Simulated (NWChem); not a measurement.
**C4H8: single-point calculation**

System: C4H8, SMILES CC1CC1.
Method: B2PLYP/def2-SVP, RKS (NWChem 7.3.0).

The geometry comes from this level: PBE0-D4/def2-TZVP.

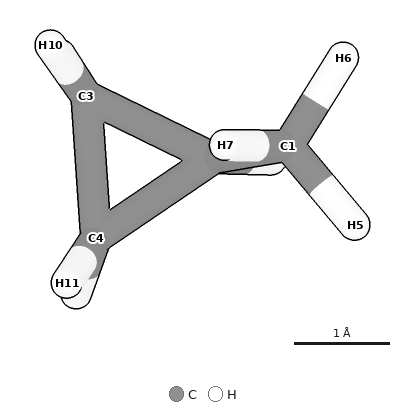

The input geometry (stick view, seen at a tilt; atoms are numbered from 1 in the order of the input). Bond lengths as drawn: C–C 1.50 Å and C–H 1.08 to 1.09 Å.

Key numbers:

- outcome: converged
- total energy: −156.902169 hartree
- SCF energy: −156.716575 hartree
- correlation energy: −0.185595 hartree
- basis functions: 96
- hardware: 1 thread of Intel Xeon (Granite Rapids), 160 GiB of memory available, shared host
- wall time: 16 s
- peak memory: 0.27 GiB

Input:
```
start c4h8
title "C4H8 energy"
memory stack 880 mb heap 220 mb global 1100 mb
geometry noautosym nocenter noautoz
   C       -0.930100       1.036200      -0.440400
   C       -0.402900      -0.134500       0.337700
   C        1.045700      -0.195600       0.710600
   C        0.495500      -1.131900      -0.325100
   H       -1.829400       0.769600      -1.002800
   H       -1.181000       1.872900       0.217600
   H       -0.184100       1.390700      -1.157200
   H       -1.092100      -0.541300       1.071500
   H        1.317400      -0.603500       1.676300
   H        1.683100       0.612900       0.371600
   H        0.763100      -0.952500      -1.360100
   H        0.391900      -2.178100      -0.065700
end
basis spherical bse
   * library def2-SVP
end
dft
   xc hfexch 0.53 becke88 0.47 lyp 0.73 mp2 0.27
   dftmp2 semidirect
   grid fine
   convergence energy 1e-08
   iterations 100
   mulliken
   print low
end
mp2
   freeze core 4
end
task dft
```

Run as:
```bash
nwchem c4h8.nw > c4h8.out
```

What the program printed:
```
Northwest Computational Chemistry Package (NWChem) 7.3.0
             --------------------------------------------------------

           Job information
           ---------------

    nwchem branch   = 7.3.0
    use scalapack   = T
    input           = c4h8.nw
    prefix          = c4h8.
    data base       = ./c4h8.db
    status          = startup
    nproc           =        1

           Memory information
           ------------------

    heap     =     28835840 doubles =      220.0 Mbytes
    stack    =    115343357 doubles =      880.0 Mbytes
    global   =    144179200 doubles =     1100.0 Mbytes (distinct from heap & stack)
    total    =    288358397 doubles =     2200.0 Mbytes
    verify   = yes
    hardfail = no

           Directory information
           ---------------------

  0 permanent = .
  0 scratch   = .

                                NWChem Input Module
                                -------------------

                                    C4H8 energy
                                    -----------

 Scaling coordinates for geometry "geometry" by  1.889725989
 (inverse scale =  0.529177249)

                             Geometry "geometry" -> ""
                             -------------------------

 Output coordinates in angstroms (scale by  1.889725989 to convert to a.u.)

  No.       Tag          Charge          X              Y              Z
 ---- ---------------- ---------- -------------- -------------- --------------
    1 C                    6.0000    -0.93010000     1.03620000    -0.44040000
    2 C                    6.0000    -0.40290000    -0.13450000     0.33770000
    3 C                    6.0000     1.04570000    -0.19560000     0.71060000
    4 C                    6.0000     0.49550000    -1.13190000    -0.32510000
    5 H                    1.0000    -1.82940000     0.76960000    -1.00280000
    6 H                    1.0000    -1.18100000     1.87290000     0.21760000
    7 H                    1.0000    -0.18410000     1.39070000    -1.15720000
    8 H                    1.0000    -1.09210000    -0.54130000     1.07150000
    9 H                    1.0000     1.31740000    -0.60350000     1.67630000
   10 H                    1.0000     1.68310000     0.61290000     0.37160000
   11 H                    1.0000     0.76310000    -0.95250000    -1.36010000
   12 H                    1.0000     0.39190000    -2.17810000    -0.06570000

      Atomic Mass
      -----------

      C                 12.000000
      H                  1.007825

 Effective nuclear repulsion energy (a.u.)     124.7892495660

            Nuclear Dipole moment (a.u.)
            ----------------------------
        X                 Y               Z
 ---------------- ---------------- ----------------
     2.1129026278    -4.1273505317     2.7363232315

            XYZ format geometry
            -------------------
    12
 geometry
 C                    -0.93010000     1.03620000    -0.44040000
 C                    -0.40290000    -0.13450000     0.33770000
 C                     1.04570000    -0.19560000     0.71060000
 C                     0.49550000    -1.13190000    -0.32510000
 H                    -1.82940000     0.76960000    -1.00280000
 H                    -1.18100000     1.87290000     0.21760000
 H                    -0.18410000     1.39070000    -1.15720000
 H                    -1.09210000    -0.54130000     1.07150000
 H                     1.31740000    -0.60350000     1.67630000
 H                     1.68310000     0.61290000     0.37160000
 H                     0.76310000    -0.95250000    -1.36010000
 H                     0.39190000    -2.17810000    -0.06570000

 ==============================================================================
                                internuclear distances
 ------------------------------------------------------------------------------
       center one      |      center two      | atomic units |  angstroms
 ------------------------------------------------------------------------------
    2 C                |   1 C                |     2.83706  |     1.50131
    3 C                |   2 C                |     2.82906  |     1.49707
    4 C                |   2 C                |     2.82906  |     1.49707
    4 C                |   3 C                |     2.83588  |     1.50068
    5 H                |   1 C                |     2.06673  |     1.09367
    6 H                |   1 C                |     2.06662  |     1.09361
    7 H                |   1 C                |     2.06663  |     1.09361
    8 H                |   2 C                |     2.05185  |     1.08579
    9 H                |   3 C                |     2.04648  |     1.08295
   10 H                |   3 C                |     2.04830  |     1.08392
   11 H                |   4 C                |     2.04843  |     1.08398
   12 H                |   4 C                |     2.04628  |     1.08285
 ------------------------------------------------------------------------------
                         number of included internuclear distances:         12
 ==============================================================================

 ==============================================================================
                                 internuclear angles
 ------------------------------------------------------------------------------
        center 1       |       center 2       |       center 3       |  degrees
 ------------------------------------------------------------------------------
    2 C                |   1 C                |   5 H                |   111.42
    2 C                |   1 C                |   6 H                |   111.43
    2 C                |   1 C                |   7 H                |   110.67
    5 H                |   1 C                |   6 H                |   107.89
    5 H                |   1 C                |   7 H                |   107.63
    6 H                |   1 C                |   7 H                |   107.63
    1 C                |   2 C                |   3 C                |   120.05
    1 C                |   2 C                |   4 C                |   120.05
    1 C                |   2 C                |   8 H                |   114.80
    3 C                |   2 C                |   4 C                |    60.16
    3 C                |   2 C                |   8 H                |   115.50
    4 C                |   2 C                |   8 H                |   115.50
    3 C                |   2 C                |   4 C                |    60.16
    2 C                |   3 C                |   9 H                |   118.70
    2 C                |   3 C                |  10 H                |   117.43
    4 C                |   3 C                |   9 H                |   118.19
    4 C                |   3 C                |  10 H                |   117.72
    9 H                |   3 C                |  10 H                |   114.35
    4 C                |   2 C                |   3 C                |    60.16
    2 C                |   4 C                |  11 H                |   117.43
    2 C                |   4 C                |  12 H                |   118.70
    3 C                |   4 C                |  11 H                |   117.72
    3 C                |   4 C                |  12 H                |   118.20
   11 H                |   4 C                |  12 H                |   114.35
 ------------------------------------------------------------------------------
                            number of included internuclear angles:         24
 ==============================================================================

 Summary of "ao basis" -> "" (spherical)
 ------------------------------------------------------------------------------
       Tag                 Description            Shells   Functions and Types
 ---------------- ------------------------------  ------  ---------------------
 *                          def2-SVP                  on all atoms

                                 NWChem DFT Module
                                 -----------------

                                    C4H8 energy

                      Basis "ao basis" -> "ao basis" (spherical)
                      -----
  [basis functions not shown]

 Summary of "ao basis" -> "ao basis" (spherical)
 ------------------------------------------------------------------------------
       Tag                 Description            Shells   Functions and Types
 ---------------- ------------------------------  ------  ---------------------
 C                          def2-SVP                 6       14   3s2p1d
 H                          def2-SVP                 3        5   2s1p

  Caching 1-el integrals
   Time after variat. SCF:      0.2

     ---------------------------------------------
      Total Density - Mulliken Population Analysis
     ---------------------------------------------

    Atom       Charge   Shell Charges
 -----------   ------   -------------------------------------------------------
    1 C    6     6.17   1.99  0.96  0.14  2.07  0.99  0.03
    2 C    6     6.29   1.99  0.95  0.33  1.99  0.98  0.05
    3 C    6     6.21   1.99  0.95  0.26  2.05  0.93  0.04
    4 C    6     6.21   1.99  0.95  0.26  2.05  0.93  0.04
    5 H    1     0.90   0.67  0.20  0.03
    6 H    1     0.90   0.67  0.20  0.03
    7 H    1     0.91   0.67  0.21  0.03
    8 H    1     0.88   0.68  0.18  0.02
    9 H    1     0.88   0.67  0.18  0.03
   10 H    1     0.88   0.67  0.19  0.03
   11 H    1     0.88   0.67  0.19  0.03
   12 H    1     0.88   0.67  0.18  0.03
   Time prior to 1st pass:      0.2

           Memory utilization after 1st SCF pass:
           Heap Space remaining (MW):        0.00                  36
          Stack Space remaining (MW):      115.34           115342532

   convergence    iter        energy       DeltaE   RMS-Dens  Diis-err    time
 ---------------- ----- ----------------- --------- --------- ---------  ------
 d= 0,ls=0.0,diis     1   -156.6805409026 -2.81D+02  4.97D-03  2.18D-01     2.0
 d= 0,ls=0.0,diis     2   -156.7152422905 -3.47D-02  1.32D-03  8.73D-03     3.7
 d= 0,ls=0.0,diis     3   -156.7160603879 -8.18D-04  4.96D-04  3.94D-03     5.4
 d= 0,ls=0.0,diis     4   -156.7165686636 -5.08D-04  6.73D-05  4.15D-05     7.1
 d= 0,ls=0.0,diis     5   -156.7165741483 -5.48D-06  1.74D-05  4.69D-06     8.7
 d= 0,ls=0.0,diis     6   -156.7165746904 -5.42D-07  3.72D-06  1.68D-07    10.5
 d= 0,ls=0.0,diis     7   -156.7165747119 -2.16D-08  7.60D-07  1.99D-09    12.1
 d= 0,ls=0.0,diis     8   -156.7165747121 -2.14D-10  2.16D-07  7.45D-10    13.8

         Total DFT energy =     -156.716574712125
      One electron energy =     -456.314703206888
           Coulomb energy =      199.128831343325
    Exchange-Corr. energy =      -24.319952414540
 Nuclear repulsion energy =      124.789249565978

 Numeric. integr. density =       31.999995286815

     Total iterative time =     13.6s

     ---------------------------------------------
      Total Density - Mulliken Population Analysis
     ---------------------------------------------

    Atom       Charge   Shell Charges
 -----------   ------   -------------------------------------------------------
    1 C    6     5.92   1.99  0.89  0.09  2.10  0.82  0.03
    2 C    6     6.20   1.99  0.89  0.32  2.12  0.84  0.05
    3 C    6     6.04   1.99  0.88  0.21  2.11  0.81  0.04
    4 C    6     6.04   1.99  0.88  0.21  2.11  0.81  0.04
    5 H    1     0.98   0.75  0.20  0.02
    6 H    1     0.98   0.75  0.20  0.02
    7 H    1     1.00   0.76  0.22  0.02
    8 H    1     0.97   0.76  0.19  0.02
    9 H    1     0.97   0.75  0.19  0.02
   10 H    1     0.97   0.75  0.19  0.02
   11 H    1     0.97   0.75  0.19  0.02
   12 H    1     0.97   0.75  0.19  0.02

     -------------------------------------------
      Total Density - Lowdin Population Analysis
     -------------------------------------------

    Atom       Charge   Shell Charges
 -----------   ------   -------------------------------------------------------
    1 C    6     6.04   1.96  0.57  0.30  1.89  1.24  0.08
    2 C    6     6.04   1.96  0.57  0.29  1.95  1.16  0.12
    3 C    6     6.04   1.96  0.56  0.30  1.92  1.20  0.10
    4 C    6     6.04   1.96  0.56  0.30  1.92  1.20  0.10
    5 H    1     0.98   0.65  0.27  0.06
    6 H    1     0.98   0.65  0.27  0.06
    7 H    1     0.98   0.65  0.27  0.06
    8 H    1     0.98   0.65  0.26  0.07
    9 H    1     0.98   0.65  0.26  0.07
   10 H    1     0.98   0.65  0.27  0.07
   11 H    1     0.98   0.65  0.27  0.07
   12 H    1     0.98   0.65  0.26  0.07
                   NWChem MP2 Semi-direct Energy/Gradient Module
                   ---------------------------------------------

                                    C4H8 energy

  Basis functions       =     96
  Molecular orbitals    =     96
  Frozen core           =      4
  Frozen virtuals       =      0
  Active alpha occupied =     12
  Active beta occupied  =     12
  Active alpha virtual  =     80
  Active beta virtual   =     80
  Use MO symmetry       = F
  Use skeleton AO sym   = F

  AO/Fock/Back tols     =   1.0D-09  1.0D-09  1.0D-09

 GA uses MA = F    GA memory limited = T

 Available:
  local mem=  9.68D+07
 global mem=  1.44D+08
 local disk=  0.00D+00
   1 passes of  12:        3145728                      43280                  15108573.
   1 passes of  12: M     96791453           G      144160768           F      93645725.

 Semi-direct pass number   1 of   1  for RHF alpha+beta  at       13.8s
 Done moints_semi at       15.1s
 Done maket at       15.2s
 Done multipass loop at       15.2s

          -------------------------------------------
          DFT energy                    -156.716574712125
          Unscaled MP2 energy             -0.687387503574
          Total DFT+MP2 energy          -156.902169338090
          -------------------------------------------

 -----------------------
 Task  times  cpu:       15.2s     wall:       15.2s
 Total times  cpu:       15.2s     wall:       15.2s
```
